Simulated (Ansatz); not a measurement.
**Molecular dynamics of C$_{3}$H$_{5}$BS (part 2 of 2)**

The same run, continued: C$_{3}$H$_{5}$BS; RKS BLYP/def2-SVP (Ansatz 0.2.0). The geometry comes from this level: PBE0-D4/def2-TZVP.

Geometry of the input (Å):
```
B  -0.7756  1.5901  -0.3712
C  0.0606  0.3712  -0.1113
C  0.1011  -0.8996  0.2431
S  -0.6104  -2.3478  0.7233
C  1.4188  -0.3050  -0.0565
H  -1.9632  1.5176  -0.2326
H  -0.2778  2.6221  -0.7114
H  -1.8873  -1.9177  0.7303
H  1.9206  -0.5880  -0.9815
H  2.0961  -0.0940  0.7708
```

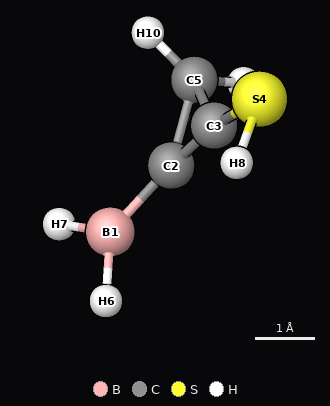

**Figure 1.** The geometry at step 20 of the log (ball-and-stick view, seen at a tilt; atoms are numbered from 1 in the order of the input).

### Trajectory as extended XYZ, continued
```
10
Properties=species:S:1:pos:R:3:forces:R:3 step=9 time_fs=9.0 energy=-14691.92644 temperature=423.6
B    -0.6833    1.6336   -0.3632   -3.4556   0.7179  -0.0814
C    -0.0068    0.3898   -0.1636    1.6412  -1.8250  -0.2446
C     0.0508   -0.8929    0.2258   -0.5912  -0.2659  -0.5889
S    -0.5762   -2.3711    0.7342   -2.9211   0.4829   0.6563
C     1.3657   -0.2661   -0.0779    2.2373  -2.1091   0.9623
H    -1.9950    1.4085   -0.3668    1.6254   1.0631  -0.0349
H    -0.0426    2.6282   -0.4256   -0.1219   0.7918  -0.2694
H    -2.1219   -1.9673    0.9298    2.7460  -0.7378  -0.4396
H     2.1041   -0.8318   -0.8104   -1.5321   1.4038   0.3256
H     1.9046   -0.1870    0.8983    0.3719   0.4781  -0.2854
10
Properties=species:S:1:pos:R:3:forces:R:3 step=10 time_fs=10.0 energy=-14692.06821 temperature=555.7
B    -0.6813    1.6474   -0.3638   -3.2377  -0.0420   0.0101
C    -0.0069    0.3822   -0.1695    1.2604  -0.8905  -0.4307
C     0.0432   -0.8912    0.2214   -0.4847  -0.6354  -0.4642
S    -0.5737   -2.3743    0.7362   -2.9152   0.5155   0.6649
C     1.3682   -0.2686   -0.0750    1.2956  -1.6618   1.1520
H    -1.9878    1.4341   -0.3824    1.5688   1.0274  -0.0203
H    -0.0400    2.6305   -0.3999    0.0470   1.0112  -0.2729
H    -2.1177   -1.9781    0.9417    2.7277  -0.7313  -0.4568
H     2.0670   -0.8068   -0.7939   -0.8713   0.9320  -0.2561
H     1.8889   -0.1763    0.8930    0.6095   0.4747   0.0739
10
Properties=species:S:1:pos:R:3:forces:R:3 step=11 time_fs=11.0 energy=-14692.27442 temperature=750.2
B    -0.6821    1.6611   -0.3644   -2.6429  -0.5350   0.0797
C    -0.0060    0.3739   -0.1758    0.8815   0.1087  -0.6041
C     0.0351   -0.8899    0.2166   -0.3082  -0.9923  -0.3240
S    -0.5721   -2.3773    0.7383   -2.7667   0.4622   0.6628
C     1.3718   -0.2725   -0.0711   -0.0291  -0.9196   1.7578
H    -1.9655    1.4696   -0.3981    1.2672   0.9367  -0.0137
H    -0.0370    2.6425   -0.3769    0.0890   0.9850  -0.2533
H    -2.0874   -1.9959    0.9491    2.5527  -0.6774  -0.4532
H     2.0215   -0.7729   -0.7798    0.1551   0.1794  -1.2254
H     1.8790   -0.1611    0.8885    0.8014   0.4523   0.3733
10
Properties=species:S:1:pos:R:3:forces:R:3 step=12 time_fs=12.0 energy=-14692.47820 temperature=947.4
B    -0.6854    1.6744   -0.3649   -1.6361  -0.7048   0.1421
C    -0.0043    0.3657   -0.1826    0.5256   1.0702  -0.7342
C     0.0268   -0.8895    0.2115   -0.0690  -1.2951  -0.1832
S    -0.5713   -2.3802    0.7406   -2.3675   0.3002   0.6329
C     1.3754   -0.2771   -0.0659   -1.3760  -0.1074   2.6583
H    -1.9311    1.5140   -0.4140    0.6680   0.7896  -0.0244
H    -0.0331    2.6639   -0.3563    0.0008   0.7172  -0.2263
H    -2.0327   -2.0202    0.9523    2.1160  -0.5506  -0.4131
H     1.9775   -0.7373   -0.7775    1.2495  -0.6116  -2.3297
H     1.8769   -0.1416    0.8876    0.8886   0.3924   0.4775
10
Properties=species:S:1:pos:R:3:forces:R:3 step=13 time_fs=13.0 energy=-14692.67908 temperature=1137.7
B    -0.6901    1.6870   -0.3653   -0.2557  -0.6304   0.2166
C    -0.0023    0.3584   -0.1900    0.1916   1.9048  -0.7931
C     0.0184   -0.8901    0.2063    0.2082  -1.4981  -0.0541
S    -0.5713   -2.3830    0.7432   -1.4807  -0.0133   0.5342
C     1.3779   -0.2817   -0.0585   -1.9893   0.2395   3.0558
H    -1.8903    1.5660   -0.4301   -0.2547   0.6009  -0.0656
H    -0.0292    2.6921   -0.3378   -0.1591   0.3063  -0.2027
H    -1.9577   -2.0497    0.9515    1.1857  -0.2989  -0.2993
H     1.9455   -0.7076   -0.7975    1.7085  -0.8933  -2.7314
H     1.8832   -0.1183    0.8912    0.8454   0.2824   0.3396
10
Properties=species:S:1:pos:R:3:forces:R:3 step=14 time_fs=14.0 energy=-14692.81156 temperature=1250.7
B    -0.6950    1.6991   -0.3655    1.2819  -0.4675   0.3109
C    -0.0001    0.3526   -0.1980   -0.1189   2.5311  -0.7621
C     0.0102   -0.8919    0.2011    0.4925  -1.5582   0.0509
S    -0.5716   -2.3858    0.7459    0.2338  -0.5285   0.3020
C     1.3788   -0.2862   -0.0486   -1.5535  -0.0735   2.2678
H    -1.8520    1.6237   -0.4469   -1.3628   0.4152  -0.1438
H    -0.0269    2.7233   -0.3213   -0.3114  -0.1205  -0.1834
H    -1.8714   -2.0821    0.9478   -0.5719   0.1439  -0.0530
H     1.9298   -0.6863   -0.8436    1.2239  -0.4707  -1.8197
H     1.8976   -0.0923    0.8981    0.6863   0.1287   0.0304
10
Properties=species:S:1:pos:R:3:forces:R:3 step=15 time_fs=15.0 energy=-14692.69467 temperature=1141.2
B    -0.6988    1.7108   -0.3654    2.4857  -0.3540   0.3984
C     0.0020    0.3488   -0.2066   -0.3852   2.8803  -0.6373
C     0.0024   -0.8949    0.1959    0.7599  -1.4445   0.1162
S    -0.5719   -2.3888    0.7487    2.8388  -1.2161  -0.0903
C     1.3784   -0.2907   -0.0370   -0.6951  -0.5483   0.7912
H    -1.8267    1.6854   -0.4650   -2.2265   0.2816  -0.2341
H    -0.0275    2.7533   -0.3066   -0.3975  -0.4676  -0.1635
H    -1.7905   -2.1132    0.9436   -3.2132   0.7656   0.3480
H     1.9259   -0.6696   -0.9071    0.3833   0.1513  -0.1989
H     1.9186   -0.0651    0.9052    0.4499  -0.0481  -0.3299
10
Properties=species:S:1:pos:R:3:forces:R:3 step=16 time_fs=16.0 energy=-14692.42524 temperature=908.3
B    -0.7004    1.7221   -0.3649    2.7959  -0.3182   0.4134
C     0.0038    0.3473   -0.2157   -0.5862   2.9232  -0.4269
C    -0.0048   -0.8991    0.1908    0.9908  -1.1496   0.1288
S    -0.5714   -2.3921    0.7514    5.1265  -1.7694  -0.4574
C     1.3775   -0.2957   -0.0246   -0.0329  -0.7594  -0.5551
H    -1.8227    1.7498   -0.4854   -2.3176   0.1811  -0.2708
H    -0.0319    2.7789   -0.2934   -0.3931  -0.6878  -0.1380
H    -1.7404   -2.1369    0.9427   -5.5279   1.2697   0.7176
H     1.9256   -0.6515   -0.9725   -0.2385   0.5348   1.2245
H     1.9439   -0.0384    0.9093    0.1831  -0.2245  -0.6361
10
Properties=species:S:1:pos:R:3:forces:R:3 step=17 time_fs=17.0 energy=-14692.39414 temperature=876.6
B    -0.6994    1.7332   -0.3641    2.1320  -0.2921   0.3081
C     0.0051    0.3482   -0.2252   -0.7212   2.6867  -0.1492
C    -0.0112   -0.9043    0.1857    1.1686  -0.6980   0.0863
S    -0.5693   -2.3960    0.7540    4.9355  -1.7286  -0.4334
C     1.3765   -0.3013   -0.0128    0.3082  -0.6817  -1.5061
H    -1.8408    1.8159   -0.5083   -1.5579   0.0257  -0.2032
H    -0.0401    2.7979   -0.2816   -0.3022  -0.7693  -0.1043
H    -1.7433   -2.1484    0.9487   -5.3546   1.2004   0.6914
H     1.9230   -0.6282   -1.0262   -0.5398   0.6353   2.1290
H     1.9709   -0.0138    0.9072   -0.0686  -0.3784  -0.8188
10
Properties=species:S:1:pos:R:3:forces:R:3 step=18 time_fs=18.0 energy=-14692.58660 temperature=1040.1
B    -0.6966    1.7440   -0.3630    0.9872  -0.2476   0.1113
C     0.0059    0.3513   -0.2348   -0.8082   2.2409   0.1704
C    -0.0166   -0.9100    0.1808    1.2830  -0.1469  -0.0002
S    -0.5657   -2.4003    0.7565    2.4601  -1.1804  -0.0379
C     1.3758   -0.3074   -0.0021    0.4153  -0.4350  -2.1379
H    -1.8739    1.8823   -0.5332   -0.4223  -0.2225  -0.0550
H    -0.0512    2.8095   -0.2707   -0.1428  -0.7187  -0.0619
H    -1.7973   -2.1485    0.9614   -2.8875   0.6516   0.2883
H     1.9153   -0.5988   -1.0595   -0.6154   0.5496   2.5674
H     1.9973    0.0072    0.8973   -0.2694  -0.4910  -0.8446
10
Properties=species:S:1:pos:R:3:forces:R:3 step=19 time_fs=19.0 energy=-14692.66902 temperature=1118.9
B    -0.6929    1.7545   -0.3618   -0.1139  -0.2385  -0.1086
C     0.0060    0.3561   -0.2443   -0.8709   1.6731   0.5023
C    -0.0211   -0.9158    0.1759    1.3332   0.4312  -0.1108
S    -0.5614   -2.4051    0.7590   -0.1061  -0.5959   0.3590
C     1.3755   -0.3139    0.0068    0.3611  -0.1163  -2.5342
H    -1.9111    1.9466   -0.5586    0.5906  -0.5109   0.1087
H    -0.0636    2.8142   -0.2604    0.0644  -0.5507  -0.0112
H    -1.8791   -2.1423    0.9768   -0.3181   0.1032  -0.1249
H     1.9016   -0.5642   -1.0683   -0.5447   0.3531   2.6272
H     2.0211    0.0235    0.8793   -0.3956  -0.5483  -0.7075
10
Properties=species:S:1:pos:R:3:forces:R:3 step=20 time_fs=20.0 energy=-14692.56933 temperature=1030.8
B    -0.6893    1.7649   -0.3607   -0.9413  -0.3148  -0.3036
C     0.0054    0.3623   -0.2533   -0.9262   1.0668   0.8172
C    -0.0244   -0.9213    0.1708    1.3299   0.9729  -0.2263
S    -0.5571   -2.4100    0.7616   -1.7440  -0.1764   0.5843
C     1.3754   -0.3205    0.0137    0.1472   0.2246  -2.6601
H    -1.9426    2.0059   -0.5830    1.2787  -0.7726   0.2425
H    -0.0754    2.8137   -0.2503    0.2972  -0.2937   0.0471
H    -1.9638   -2.1351    0.9910    1.3355  -0.2433  -0.3773
H     1.8828   -0.5262   -1.0519   -0.3424   0.0788   2.2963
H     2.0411    0.0345    0.8545   -0.4347  -0.5422  -0.4201
10
Properties=species:S:1:pos:R:3:forces:R:3 step=21 time_fs=21.0 energy=-14692.38317 temperature=854.5
B    -0.6865    1.7750   -0.3599   -1.4701  -0.4634  -0.4562
C     0.0040    0.3693   -0.2617   -0.9784   0.4888   1.0911
C    -0.0267   -0.9260    0.1656    1.2930   1.4351  -0.3328
S    -0.5534   -2.4150    0.7644   -2.5838   0.1025   0.6651
C     1.3754   -0.3268    0.0185   -0.2909   0.5684  -2.3396
H    -1.9618    2.0579   -0.6051    1.6520  -0.9743   0.3319
H    -0.0844    2.8103   -0.2396    0.5255  -0.0015   0.1101
H    -2.0358   -2.1303    1.0015    2.2023  -0.4213  -0.4949
H     1.8607   -0.4875   -1.0135    0.0401  -0.2594   1.4402
H     2.0570    0.0404    0.8257   -0.3896  -0.4749  -0.0149
10
Properties=species:S:1:pos:R:3:forces:R:3 step=22 time_fs=22.0 energy=-14692.16618 temperature=645.1
B    -0.6851    1.7846   -0.3595   -1.7206  -0.6142  -0.5603
C     0.0019    0.3768   -0.2693   -1.0195  -0.0178   1.3091
C    -0.0279   -0.9295    0.1601    1.2424   1.7925  -0.4202
S    -0.5504   -2.4199    0.7673   -2.9566   0.2985   0.6629
C     1.3752   -0.3328    0.0214   -1.0291   0.8984  -1.3505
H    -1.9652    2.1006   -0.6240    1.7761  -1.1084   0.3777
H    -0.0883    2.8069   -0.2280    0.7074   0.2448   0.1701
H    -2.0867   -2.1295    1.0074    2.6108  -0.4994  -0.5373
H     1.8389   -0.4512   -0.9613    0.6755  -0.6293  -0.0996
H     2.0691    0.0417    0.7968   -0.2864  -0.3651   0.4482
10
Properties=species:S:1:pos:R:3:forces:R:3 step=23 time_fs=23.0 energy=-14691.94575 temperature=439.2
B    -0.6851    1.7938   -0.3596   -1.6870  -0.6865  -0.6054
C    -0.0011    0.3842   -0.2757   -1.0358  -0.4307   1.4667
C    -0.0282   -0.9316    0.1543    1.1866   2.0307  -0.4777
S    -0.5483   -2.4248    0.7705   -3.0809   0.4474   0.6177
C     1.3742   -0.3380    0.0232   -1.9629   1.1639   0.1624
H    -1.9517    2.1326   -0.6393    1.6930  -1.1729   0.3803
H    -0.0855    2.8059   -0.2147    0.7973   0.3600   0.2146
H    -2.1126   -2.1335    1.0081    2.7763  -0.5218  -0.5433
H     1.8237   -0.4209   -0.9101    1.4916  -0.9396  -2.0951
H     2.0785    0.0395    0.7721   -0.1783  -0.2505   0.8798
10
Properties=species:S:1:pos:R:3:forces:R:3 step=24 time_fs=24.0 energy=-14691.84889 temperature=355.7
B    -0.6867    1.8023   -0.3602   -1.3337  -0.6498  -0.5723
C    -0.0048    0.3913   -0.2810   -1.0190  -0.7391   1.5667
C    -0.0275   -0.9321    0.1481    1.1133   2.1403  -0.4908
S    -0.5471   -2.4295    0.7738   -3.0507   0.5632   0.5467
C     1.3716   -0.3423    0.0251   -2.5315   1.3004   1.1365
H    -1.9219    2.1534   -0.6509    1.3976  -1.1569   0.3318
H    -0.0751    2.8083   -0.1993    0.7658   0.2991   0.2313
H    -2.1119   -2.1424    1.0036    2.7900  -0.5079  -0.5296
H     1.8227   -0.3997   -0.8790    2.0016  -1.0719  -3.3962
H     2.0862    0.0349    0.7559   -0.1334  -0.1775   1.1758
10
Properties=species:S:1:pos:R:3:forces:R:3 step=25 time_fs=25.0 energy=-14692.01346 temperature=505.2
B    -0.6895    1.8102   -0.3613   -0.6152  -0.5580  -0.4366
C    -0.0094    0.3977   -0.2851   -0.9701  -0.9382   1.6142
C    -0.0259   -0.9308    0.1415    1.0011   2.1152  -0.4487
S    -0.5469   -2.4340    0.7774   -2.8596   0.6442   0.4505
C     1.3670   -0.3455    0.0279   -2.0953   1.3433   0.4811
H    -1.8787    2.1631   -0.6594    0.8422  -1.0358   0.2127
H    -0.0573    2.8136   -0.1818    0.6162   0.0870   0.2142
H    -2.0846   -2.1563    0.9940    2.6432  -0.4580  -0.4966
H     1.8408   -0.3887   -0.8803    1.6425  -1.0200  -2.8448
H     2.0926    0.0286    0.7509   -0.2048  -0.1797   1.2540
10
Properties=species:S:1:pos:R:3:forces:R:3 step=26 time_fs=26.0 energy=-14692.30215 temperature=768.7
B    -0.6928    1.8176   -0.3628    0.4892  -0.5188  -0.1764
C    -0.0148    0.4035   -0.2878   -0.8917  -1.0319   1.6124
C    -0.0235   -0.9278    0.1346    0.8434   1.9571  -0.3553
S    -0.5475   -2.4384    0.7810   -2.3958   0.6733   0.3154
C     1.3606   -0.3477    0.0312   -0.8959   1.3926  -1.1445
H    -1.8275    2.1629   -0.6658   -0.0265  -0.7828  -0.0029
H    -0.0336    2.8197   -0.1621    0.3825  -0.1978   0.1670
H    -2.0319   -2.1745    0.9797    2.2243  -0.3533  -0.4309
H     1.8747   -0.3875   -0.9089    0.6650  -0.8818  -1.0824
H     2.0971    0.0206    0.7580   -0.3945  -0.2566   1.0977
10
Properties=species:S:1:pos:R:3:forces:R:3 step=27 time_fs=27.0 energy=-14692.47266 temperature=927.8
B    -0.6957    1.8246   -0.3645    1.8827  -0.6075   0.2017
C    -0.0209    0.4084   -0.2892   -0.7880  -1.0315   1.5634
C    -0.0204   -0.9233    0.1273    0.6470   1.6755  -0.2252
S    -0.5488   -2.4425    0.7848   -1.4117   0.6158   0.1144
C     1.3536   -0.3487    0.0335    0.3425   1.4610  -2.4528
H    -1.7766    2.1553   -0.6722   -1.1591  -0.4079  -0.3185
H    -0.0063    2.8240   -0.1409    0.1124  -0.4681   0.1001
H    -1.9579   -2.1961    0.9613    1.2876  -0.1539  -0.3064
H     1.9150   -0.3947   -0.9478   -0.2722  -0.7159   0.5475
H     2.0977    0.0101    0.7755   -0.6412  -0.3675   0.7757
10
Properties=species:S:1:pos:R:3:forces:R:3 step=28 time_fs=28.0 energy=-14692.42887 temperature=886.3
B    -0.6969    1.8310   -0.3660    3.1965  -0.7737   0.6077
C    -0.0276    0.4124   -0.2894   -0.6680  -0.9553   1.4703
C    -0.0168   -0.9175    0.1199    0.4168   1.2856  -0.0730
S    -0.5506   -2.4465    0.7885    0.4517   0.4250  -0.1796
C     1.3468   -0.3486    0.0338    1.2652   1.4999  -3.0529
H    -1.7367    2.1437   -0.6817   -2.2370  -0.0167  -0.6561
H     0.0222    2.8237   -0.1188   -0.1483  -0.6611   0.0265
H    -1.8716   -2.2192    0.9399   -0.5247   0.1943  -0.0962
H     1.9526   -0.4087   -0.9815   -0.8950  -0.5392   1.5551
H     2.0923   -0.0039    0.8005   -0.8572  -0.4587   0.3983
10
Properties=species:S:1:pos:R:3:forces:R:3 step=29 time_fs=29.0 energy=-14692.21292 temperature=688.5
B    -0.6953    1.8367   -0.3670    3.8125  -0.8544   0.8460
C    -0.0349    0.4157   -0.2884   -0.5407  -0.8280   1.3384
C    -0.0129   -0.9105    0.1124    0.1565   0.8127   0.0878
S    -0.5522   -2.4503    0.7923    3.2674   0.1040  -0.5363
C     1.3411   -0.3472    0.0317    1.8491   1.4681  -3.1240
H    -1.7183    2.1319   -0.6975   -2.6860   0.2047  -0.8317
H     0.0491    2.8171   -0.0963   -0.3607  -0.7435  -0.0413
H    -1.7904   -2.2404    0.9176   -3.2873   0.6903   0.1711
H     1.9817   -0.4280   -1.0004   -1.2341  -0.3600   2.0318
H     2.0786   -0.0223    0.8293   -0.9766  -0.4940   0.0580
10
Properties=species:S:1:pos:R:3:forces:R:3 step=30 time_fs=30.0 energy=-14692.04707 temperature=549.6
B    -0.6902    1.8417   -0.3672    3.3674  -0.7684   0.7579
C    -0.0426    0.4184   -0.2864   -0.4142  -0.6719   1.1739
C    -0.0088   -0.9030    0.1050   -0.1251   0.2929   0.2432
S    -0.5528   -2.4541    0.7958    5.7482  -0.1262  -0.7875
C     1.3368   -0.3447    0.0271    2.1412   1.3519  -2.8732
H    -1.7255    2.1222   -0.7212   -2.1717   0.1671  -0.6959
H     0.0727    2.8034   -0.0743   -0.4955  -0.7027  -0.0921
H    -1.7406   -2.2550    0.8969   -5.7182   1.1048   0.3329
H     1.9990   -0.4506   -0.9997   -1.3608  -0.1853   2.1319
H     2.0556   -0.0454    0.8586   -0.9712  -0.4622  -0.1911
```

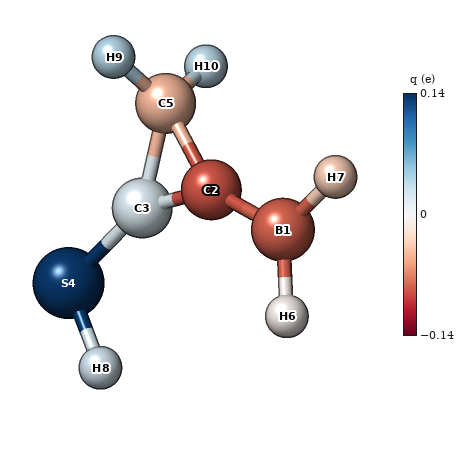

**Figure 2.** Mulliken charges, as the colour of each atom (ball-and-stick view, seen at a tilt; atoms are numbered from 1 in the order of the input). By element: B −0.08, C −0.09 to +0.02, S +0.13 and H −0.03 to +0.04 e.
